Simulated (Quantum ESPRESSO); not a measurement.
**How cutoff, mesh and threshold together moves the magnetism of MnF2**

Two starts of MnF2 are run at each rung of cutoff, mesh and threshold together.

Main program and level: Quantum ESPRESSO 7.5; PBE; plane waves with GBRV 1.5 PBE potentials, no spin-orbit coupling (settings of the first rung).

## 1. Starting point

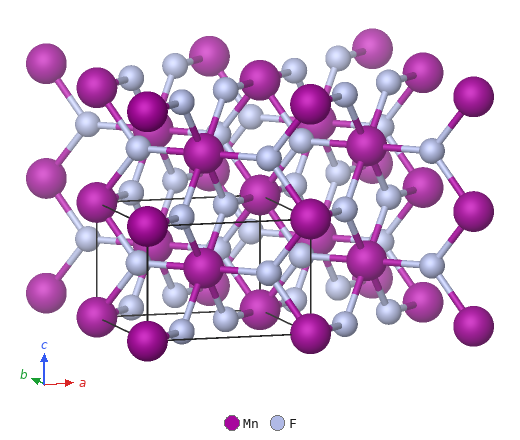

The cell as given, slightly off an axis (manganese purple, fluorine light blue). 2×2×2 cells are drawn. Some periodic images of atoms are drawn too.

The cell comes from the Crystallography Open Database.

## 2. Rung 1, start ferro ++

File pw.in:

```
&CONTROL
  calculation = 'scf'
  prefix = 'pwscf'
  outdir = './tmp'
  pseudo_dir = './pseudo'
  disk_io = 'nowf'
/
&SYSTEM
  ibrav = 0
  celldm(1) = 8
  nat = 6
  ntyp = 2
  ecutwfc = 22
  ecutrho = 154
  nbnd = 44
  occupations = 'smearing'
  smearing = 'fd'
  degauss = 0.00367493
  nspin = 2
  starting_magnetization(1) = 0.3
  starting_magnetization(2) = 0
/
&ELECTRONS
  conv_thr = 6d-06
  electron_maxstep = 150
  mixing_beta = 0.3
/
ATOMIC_SPECIES
Mn     54.9380 mn_pbe_v1.5.uspp.F.UPF
F      18.9984 f_pbe_v1.4.uspp.F.UPF
CELL_PARAMETERS alat
   1.1512683982751    0.0000000000000    0.0000000000000
   0.0000000000000    1.1512683982751    0.0000000000000
   0.0000000000000    0.0000000000000    0.7820395350998
ATOMIC_POSITIONS crystal
Mn      0.0000000000    0.0000000000    0.0000000000
Mn      0.5000000000    0.5000000000    0.5000000000
F       0.3053000000    0.3053000000    0.0000000000
F       0.1947000000    0.8053000000    0.5000000000
F       0.6947000000    0.6947000000    0.0000000000
F       0.8053000000    0.1947000000    0.5000000000
K_POINTS automatic
2 2 4 0 0 0
```

Command:

```console
OMP_NUM_THREADS=1 mpirun -n 2 pw.x -nk 2 -in pw.in > pw.out
```

The program printed:

```text
Program PWSCF v.7.5 starts

     Message from routine setup:
     using ibrav=0 with symmetry is DISCOURAGED, use correct ibrav instead

     K-points division:     npool     =       2
     Subspace diagonalization in iterative solution of the eigenvalue problem:

     bravais-lattice index     =            0
     lattice parameter (alat)  =       8.0000  a.u.
     unit-cell volume          =     530.7034 (a.u.)^3
     number of atoms/cell      =            6
     number of atomic types    =            2
     number of electrons       =        58.00
     number of Kohn-Sham states=           44
     kinetic-energy cutoff     =      22.0000  Ry
     charge density cutoff     =     154.0000  Ry
     scf convergence threshold =      6.0E-06
     mixing beta               =       0.3000
     number of iterations used =            8  plain     mixing
     Exchange-correlation=  SLA  PW   PBX  PBC
                           (   1   4   3   4   0   0   0)

     celldm(1)=   8.000000  celldm(2)=   0.000000  celldm(3)=   0.000000
     celldm(4)=   0.000000  celldm(5)=   0.000000  celldm(6)=   0.000000

     crystal axes: (cart. coord. in units of alat)
               a(1) = (   1.151268   0.000000   0.000000 )
               a(2) = (   0.000000   1.151268   0.000000 )
               a(3) = (   0.000000   0.000000   0.782040 )

     reciprocal axes: (cart. coord. in units 2 pi/alat)
               b(1) = (  0.868607  0.000000  0.000000 )
               b(2) = (  0.000000  0.868607  0.000000 )
               b(3) = (  0.000000  0.000000  1.278708 )

     PseudoPot. # 1 for Mn read from file:
     mn_pbe_v1.5.uspp.F.UPF
     Pseudo is Ultrasoft + core correction, Zval = 15.0

     PseudoPot. # 2 for F  read from file:
     f_pbe_v1.4.uspp.F.UPF
     Pseudo is Ultrasoft, Zval =  7.0

     atomic species   valence    mass     pseudopotential
     Mn               15.00    54.93800     Mn( 1.00)
     F                 7.00    18.99840     F ( 1.00)

     Starting magnetic structure
     atomic species   magnetization
     Mn              0.300
     F               0.000

     16 Sym. Ops., with inversion, found ( 8 have fractional translation)

   Cartesian axes

     site n.     atom                  positions (alat units)
         1        Mn     tau(   1) = (   0.0000000   0.0000000   0.0000000  )
         2        Mn     tau(   2) = (   0.5756342   0.5756342   0.3910198  )
         3        F      tau(   3) = (   0.3514822   0.3514822   0.0000000  )
         4        F      tau(   4) = (   0.2241520   0.9271164   0.3910198  )
         5        F      tau(   5) = (   0.7997862   0.7997862   0.0000000  )
         6        F      tau(   6) = (   0.9271164   0.2241520   0.3910198  )

     number of k points=     9  Fermi-Dirac smearing, width (Ry)=  0.0037
                       cart. coord. in units 2pi/alat
        k(    1) = (   0.0000000   0.0000000   0.0000000), wk =   0.0625000
        k(    2) = (   0.0000000   0.0000000   0.3196769), wk =   0.1250000
        k(    3) = (   0.0000000   0.0000000  -0.6393539), wk =   0.0625000
        k(    4) = (   0.0000000  -0.4343036   0.0000000), wk =   0.1250000
        k(    5) = (   0.0000000  -0.4343036   0.3196769), wk =   0.2500000
        [... 4 further k-points ...]

     Dense  grid:    17121 G-vectors     FFT dimensions: (  40,  40,  30)

     Smooth grid:     7427 G-vectors     FFT dimensions: (  30,  30,  20)

     Check: negative core charge=   -0.000054
     Generating pointlists ...
     new r_m :   0.2050 (alat units)  1.6403 (a.u.) for type    1
     new r_m :   0.2050 (alat units)  1.6403 (a.u.) for type    2

     Initial potential from superposition of free atoms

     starting charge      56.9998, renormalised to      58.0000
     Starting wfcs are   42 randomized atomic wfcs +    2 random wfcs

     Self-consistent Calculation

     iteration #  1     ecut=    22.00 Ry     beta= 0.30
     Davidson diagonalization with overlap
     ethr =  1.00E-02,  avg # of iterations =  4.6

     total energy              =    -615.29431949 Ry
     estimated scf accuracy    <       0.79101163 Ry

     total magnetization       =     9.88 Bohr mag/cell
     absolute magnetization    =     9.88 Bohr mag/cell

     iteration #  2     ecut=    22.00 Ry     beta= 0.30
     Davidson diagonalization with overlap
     ethr =  1.36E-03,  avg # of iterations =  2.0

     total energy              =    -615.40697164 Ry
     estimated scf accuracy    <       0.10143078 Ry

     total magnetization       =    10.00 Bohr mag/cell
     absolute magnetization    =    10.00 Bohr mag/cell

     [... further iterations left out ...]

     iteration #  6     ecut=    22.00 Ry     beta= 0.30
     Davidson diagonalization with overlap
     ethr =  5.67E-08,  avg # of iterations =  2.2

     negative rho (up, down):  0.000E+00 3.379E-03

     total energy              =    -615.42234857 Ry
     estimated scf accuracy    <       0.00001166 Ry

     total magnetization       =    10.00 Bohr mag/cell
     absolute magnetization    =    10.00 Bohr mag/cell

     iteration #  7     ecut=    22.00 Ry     beta= 0.30
     Davidson diagonalization with overlap
     ethr =  2.01E-08,  avg # of iterations =  2.0

     negative rho (up, down):  0.000E+00 3.409E-03

     Magnetic moment per site  (integrated on atomic sphere of radius R)
     atom   1 (R=0.205)  charge= 12.4290  magn=  4.2563
     atom   2 (R=0.205)  charge= 12.4290  magn=  4.2563
     atom   3 (R=0.205)  charge=  6.7250  magn=  0.1043
     atom   4 (R=0.205)  charge=  6.7250  magn=  0.1043
     atom   5 (R=0.205)  charge=  6.7250  magn=  0.1043
     atom   6 (R=0.205)  charge=  6.7250  magn=  0.1043

     End of self-consistent calculation

     [... lines left out ...]
     the Fermi energy is     7.6410 ev

!    total energy              =    -615.42267752 Ry
     estimated scf accuracy    <       0.00000051 Ry
     smearing contrib. (-TS)   =      -0.00000000 Ry
     internal energy E=F+TS    =    -615.42267751 Ry

     The total energy is F=E-TS. E is the sum of the following terms:
     one-electron contribution =    -370.29435966 Ry
     hartree contribution      =     209.73830687 Ry
     xc contribution           =     -90.68028576 Ry
     ewald contribution        =    -364.18633896 Ry

     total magnetization       =    10.00 Bohr mag/cell
     absolute magnetization    =    10.00 Bohr mag/cell

     convergence has been achieved in   7 iterations

=------------------------------------------------------------------------------=
   JOB DONE.
=------------------------------------------------------------------------------=
```

The job ended after 3.9 s (2 MPI ranks of Intel Xeon 6975P-C (Granite Rapids), shared host; peak memory 0.19 GiB).

Spin moment in the atom's sphere by atom:

| atom | spin moment in the atom's sphere (μB) |
| --- | --- |
| Mn1 | 4.26 |
| Mn2 | 4.26 |
| F3 | 0.10 |
| F4 | 0.10 |
| F5 | 0.10 |
| F6 | 0.10 |

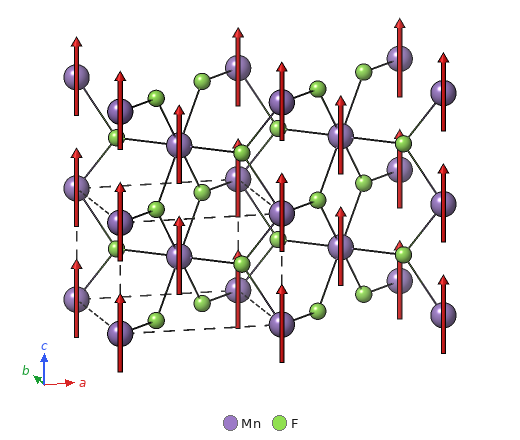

Spin moment in the atom's sphere as arrows, the longest 4.26 μB. Up and down stand for the sign. Arrows give size and sign along the axis of quantisation, drawn up and down the page. 2×1×2 cells are drawn. Some periodic images of atoms are drawn too.

Read from the output:

- magnetization: 10 μB
- final state: ferromagnetic

## 3. Rung 1, start antiferro +-

Changes to pw.in since step 2:

```diff
@@ -11,6 +11,6 @@
   nat = 6
-  ntyp = 2
+  ntyp = 3
   ecutwfc = 22
   ecutrho = 154
-  nbnd = 44
+  nbnd = 39
   occupations = 'smearing'
@@ -20,3 +20,4 @@
   starting_magnetization(1) = 0.3
-  starting_magnetization(2) = 0
+  starting_magnetization(2) = -0.3
+  starting_magnetization(3) = 0
 /
@@ -28,3 +29,4 @@
 ATOMIC_SPECIES
-Mn     54.9380 mn_pbe_v1.5.uspp.F.UPF
+Mn1    54.9380 mn_pbe_v1.5.uspp.F.UPF
+Mn2    54.9380 mn_pbe_v1.5.uspp.F.UPF
 F      18.9984 f_pbe_v1.4.uspp.F.UPF
@@ -35,4 +37,4 @@
 ATOMIC_POSITIONS crystal
-Mn      0.0000000000    0.0000000000    0.0000000000
-Mn      0.5000000000    0.5000000000    0.5000000000
+Mn1     0.0000000000    0.0000000000    0.0000000000
+Mn2     0.5000000000    0.5000000000    0.5000000000
 F       0.3053000000    0.3053000000    0.0000000000
```

The program printed:

```text
     [... lines left out ...]
Program PWSCF v.7.5 starts
     [... lines left out ...]
     number of atoms/cell      =            6
     [... lines left out ...]
     number of electrons       =        58.00
     number of Kohn-Sham states=           39
     kinetic-energy cutoff     =      22.0000  Ry
     charge density cutoff     =     154.0000  Ry
     scf convergence threshold =      6.0E-06
     [... lines left out ...]
      8 Sym. Ops., with inversion, found
     [... lines left out ...]
     number of k points=     9  Fermi-Dirac smearing, width (Ry)=  0.0037
     [... lines left out ...]
     iteration #  7     ecut=    22.00 Ry     beta= 0.30
     [... lines left out ...]
     Magnetic moment per site  (integrated on atomic sphere of radius R)
     atom   1 (R=0.205)  charge= 12.4335  magn=  4.2228
     atom   2 (R=0.205)  charge= 12.4329  magn= -4.2227
     atom   3 (R=0.205)  charge=  6.7235  magn= -0.0318
     atom   4 (R=0.205)  charge=  6.7233  magn=  0.0317
     atom   5 (R=0.205)  charge=  6.7235  magn= -0.0318
     atom   6 (R=0.205)  charge=  6.7233  magn=  0.0317
     [... lines left out ...]
     the Fermi energy is     7.6265 ev
!    total energy              =    -615.42976074 Ry
     estimated scf accuracy    <       0.00000075 Ry
     smearing contrib. (-TS)   =      -0.00000000 Ry
     [... lines left out ...]
     total magnetization       =    -0.00 Bohr mag/cell
     absolute magnetization    =     9.62 Bohr mag/cell
     convergence has been achieved in   7 iterations
```

The job ended after 4.1 s (2 MPI ranks; peak memory 0.2 GiB).

Spin moment in the atom's sphere by atom:

| atom | spin moment in the atom's sphere (μB) |
| --- | --- |
| Mn1 | 4.22 |
| Mn2 | -4.22 |
| F3 | -0.03 |
| F4 | 0.03 |
| F5 | -0.03 |
| F6 | 0.03 |

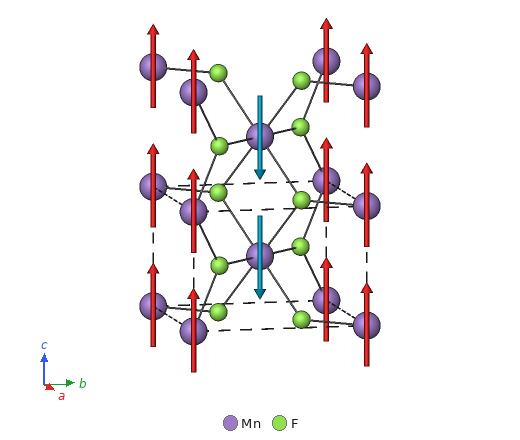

Spin moment in the atom's sphere as arrows, the longest 4.22 μB. Up and down stand for the sign. Arrows give size and sign along the axis of quantisation, drawn up and down the page. The two directions have two colours. 1×1×2 cells are drawn. Some periodic images of atoms are drawn too.

Numbers from this step:

| Property | Result |
| --- | --- |
| magnetization | 0 μB |
| final state | antiferromagnetic |

## 4. Rung 2, start ferro ++

File pw.in:

```
&CONTROL
  calculation = 'scf'
  prefix = 'pwscf'
  outdir = './tmp'
  pseudo_dir = './pseudo'
  disk_io = 'nowf'
/
&SYSTEM
  ibrav = 0
  celldm(1) = 8
  nat = 6
  ntyp = 2
  ecutwfc = 30
  ecutrho = 210
  nbnd = 44
  occupations = 'smearing'
  smearing = 'fd'
  degauss = 0.00367493
  nspin = 2
  starting_magnetization(1) = 0.3
  starting_magnetization(2) = 0
/
&ELECTRONS
  conv_thr = 6d-07
  electron_maxstep = 150
  mixing_beta = 0.3
/
ATOMIC_SPECIES
Mn     54.9380 mn_pbe_v1.5.uspp.F.UPF
F      18.9984 f_pbe_v1.4.uspp.F.UPF
CELL_PARAMETERS alat
   1.1512683982751    0.0000000000000    0.0000000000000
   0.0000000000000    1.1512683982751    0.0000000000000
   0.0000000000000    0.0000000000000    0.7820395350998
ATOMIC_POSITIONS crystal
Mn      0.0000000000    0.0000000000    0.0000000000
Mn      0.5000000000    0.5000000000    0.5000000000
F       0.3053000000    0.3053000000    0.0000000000
F       0.1947000000    0.8053000000    0.5000000000
F       0.6947000000    0.6947000000    0.0000000000
F       0.8053000000    0.1947000000    0.5000000000
K_POINTS automatic
4 4 4 0 0 0
```

The program printed:

```text
     [... lines left out ...]
Program PWSCF v.7.5 starts
     [... lines left out ...]
     number of atoms/cell      =            6
     [... lines left out ...]
     number of electrons       =        58.00
     number of Kohn-Sham states=           44
     kinetic-energy cutoff     =      30.0000  Ry
     charge density cutoff     =     210.0000  Ry
     scf convergence threshold =      6.0E-07
     [... lines left out ...]
     16 Sym. Ops., with inversion, found ( 8 have fractional translation)
     [... lines left out ...]
     number of k points=    18  Fermi-Dirac smearing, width (Ry)=  0.0037
     [... lines left out ...]
     iteration #  8     ecut=    30.00 Ry     beta= 0.30
     [... lines left out ...]
     Magnetic moment per site  (integrated on atomic sphere of radius R)
     atom   1 (R=0.205)  charge= 12.3577  magn=  4.1981
     atom   2 (R=0.205)  charge= 12.3577  magn=  4.1981
     atom   3 (R=0.205)  charge=  6.7072  magn=  0.1041
     atom   4 (R=0.205)  charge=  6.7072  magn=  0.1041
     atom   5 (R=0.205)  charge=  6.7072  magn=  0.1041
     atom   6 (R=0.205)  charge=  6.7072  magn=  0.1041
     [... lines left out ...]
     the Fermi energy is     7.8486 ev
!    total energy              =    -617.18229348 Ry
     estimated scf accuracy    <       0.00000020 Ry
     smearing contrib. (-TS)   =      -0.00000002 Ry
     [... lines left out ...]
     total magnetization       =    10.00 Bohr mag/cell
     absolute magnetization    =    10.00 Bohr mag/cell
     convergence has been achieved in   8 iterations
```

Wall time 11 s (2 MPI ranks); peak memory 0.21 GiB; 22 s of CPU time.

This step gave:

| Property | Result |
| --- | --- |
| magnetization | 10 μB |
| final state | ferromagnetic |
| largest moment | 4.198 μB |

## 5. Rung 2, start antiferro +-

Changes to pw.in since step 4:

```diff
@@ -11,6 +11,6 @@
   nat = 6
-  ntyp = 2
+  ntyp = 3
   ecutwfc = 30
   ecutrho = 210
-  nbnd = 44
+  nbnd = 39
   occupations = 'smearing'
@@ -20,3 +20,4 @@
   starting_magnetization(1) = 0.3
-  starting_magnetization(2) = 0
+  starting_magnetization(2) = -0.3
+  starting_magnetization(3) = 0
 /
@@ -28,3 +29,4 @@
 ATOMIC_SPECIES
-Mn     54.9380 mn_pbe_v1.5.uspp.F.UPF
+Mn1    54.9380 mn_pbe_v1.5.uspp.F.UPF
+Mn2    54.9380 mn_pbe_v1.5.uspp.F.UPF
 F      18.9984 f_pbe_v1.4.uspp.F.UPF
@@ -35,4 +37,4 @@
 ATOMIC_POSITIONS crystal
-Mn      0.0000000000    0.0000000000    0.0000000000
-Mn      0.5000000000    0.5000000000    0.5000000000
+Mn1     0.0000000000    0.0000000000    0.0000000000
+Mn2     0.5000000000    0.5000000000    0.5000000000
 F       0.3053000000    0.3053000000    0.0000000000
```

The program printed:

```text
     [... lines left out ...]
Program PWSCF v.7.5 starts
     [... lines left out ...]
     number of atoms/cell      =            6
     [... lines left out ...]
     number of electrons       =        58.00
     number of Kohn-Sham states=           39
     kinetic-energy cutoff     =      30.0000  Ry
     charge density cutoff     =     210.0000  Ry
     scf convergence threshold =      6.0E-07
     [... lines left out ...]
      8 Sym. Ops., with inversion, found
     [... lines left out ...]
     number of k points=    21  Fermi-Dirac smearing, width (Ry)=  0.0037
     [... lines left out ...]
     iteration #  9     ecut=    30.00 Ry     beta= 0.30
     [... lines left out ...]
     Magnetic moment per site  (integrated on atomic sphere of radius R)
     atom   1 (R=0.205)  charge= 12.3614  magn=  4.1589
     atom   2 (R=0.205)  charge= 12.3610  magn= -4.1586
     atom   3 (R=0.205)  charge=  6.7044  magn= -0.0311
     atom   4 (R=0.205)  charge=  6.7045  magn=  0.0311
     atom   5 (R=0.205)  charge=  6.7044  magn= -0.0311
     atom   6 (R=0.205)  charge=  6.7045  magn=  0.0311
     [... lines left out ...]
     the Fermi energy is     7.8289 ev
!    total energy              =    -617.19076424 Ry
     estimated scf accuracy    <       0.00000001 Ry
     smearing contrib. (-TS)   =      -0.00000000 Ry
     [... lines left out ...]
     total magnetization       =    -0.00 Bohr mag/cell
     absolute magnetization    =     9.59 Bohr mag/cell
     convergence has been achieved in   9 iterations
```

Elapsed: 13 s, on 2 MPI ranks; peak memory 0.24 GiB.

This step gave:

```yaml
magnetization: 0 μB
final_state: antiferromagnetic
largest_moment: 4.159 μB
```

## 6. Rung 3, start ferro ++

File pw.in:

```
&CONTROL
  calculation = 'scf'
  prefix = 'pwscf'
  outdir = './tmp'
  pseudo_dir = './pseudo'
  disk_io = 'nowf'
/
&SYSTEM
  ibrav = 0
  celldm(1) = 8
  nat = 6
  ntyp = 2
  ecutwfc = 40
  ecutrho = 280
  nbnd = 44
  occupations = 'smearing'
  smearing = 'fd'
  degauss = 0.00367493
  nspin = 2
  starting_magnetization(1) = 0.3
  starting_magnetization(2) = 0
/
&ELECTRONS
  conv_thr = 1.2d-08
  electron_maxstep = 150
  mixing_beta = 0.3
/
ATOMIC_SPECIES
Mn     54.9380 mn_pbe_v1.5.uspp.F.UPF
F      18.9984 f_pbe_v1.4.uspp.F.UPF
CELL_PARAMETERS alat
   1.1512683982751    0.0000000000000    0.0000000000000
   0.0000000000000    1.1512683982751    0.0000000000000
   0.0000000000000    0.0000000000000    0.7820395350998
ATOMIC_POSITIONS crystal
Mn      0.0000000000    0.0000000000    0.0000000000
Mn      0.5000000000    0.5000000000    0.5000000000
F       0.3053000000    0.3053000000    0.0000000000
F       0.1947000000    0.8053000000    0.5000000000
F       0.6947000000    0.6947000000    0.0000000000
F       0.8053000000    0.1947000000    0.5000000000
K_POINTS automatic
6 6 6 0 0 0
```

The program printed:

```text
     [... lines left out ...]
Program PWSCF v.7.5 starts
     [... lines left out ...]
     number of atoms/cell      =            6
     [... lines left out ...]
     number of electrons       =        58.00
     number of Kohn-Sham states=           44
     kinetic-energy cutoff     =      40.0000  Ry
     charge density cutoff     =     280.0000  Ry
     scf convergence threshold =      1.2E-08
     [... lines left out ...]
     16 Sym. Ops., with inversion, found ( 8 have fractional translation)
     [... lines left out ...]
     number of k points=    40  Fermi-Dirac smearing, width (Ry)=  0.0037
     [... lines left out ...]
     iteration # 11     ecut=    40.00 Ry     beta= 0.30
     [... lines left out ...]
     Magnetic moment per site  (integrated on atomic sphere of radius R)
     atom   1 (R=0.205)  charge= 12.3530  magn=  4.1926
     atom   2 (R=0.205)  charge= 12.3530  magn=  4.1926
     atom   3 (R=0.205)  charge=  6.7102  magn=  0.1043
     atom   4 (R=0.205)  charge=  6.7102  magn=  0.1043
     atom   5 (R=0.205)  charge=  6.7102  magn=  0.1043
     atom   6 (R=0.205)  charge=  6.7102  magn=  0.1043
     [... lines left out ...]
     the Fermi energy is     7.8860 ev
!    total energy              =    -617.28769657 Ry
     estimated scf accuracy    <          1.1E-09 Ry
     smearing contrib. (-TS)   =      -0.00000001 Ry
     [... lines left out ...]
     total magnetization       =    10.00 Bohr mag/cell
     absolute magnetization    =    10.00 Bohr mag/cell
     convergence has been achieved in  11 iterations
```

It took 42 s on 2 MPI ranks; peak memory 0.33 GiB.

This step gave:

- magnetization: 10 μB
- final state: ferromagnetic
- largest moment: 4.193 μB

(Continued in part 2 of 2.)

[Logs and program files are shortened in this print: banners, set-up blocks, solver, clock and traceback lines can be left out without a mark of their own.]

[Logs are printed without paths, hosts, clocks, repeated set-up lines and the standing remarks that a program may print on its own settings, such as how far it seeks lower states.]

[Hosts, paths, dates, database ids (printed as entryN), source tags and the programs' standing remarks are cut or masked in the printed files.]

[Where a cell is said to come from a database of computed structures, the database is the Materials Project.]
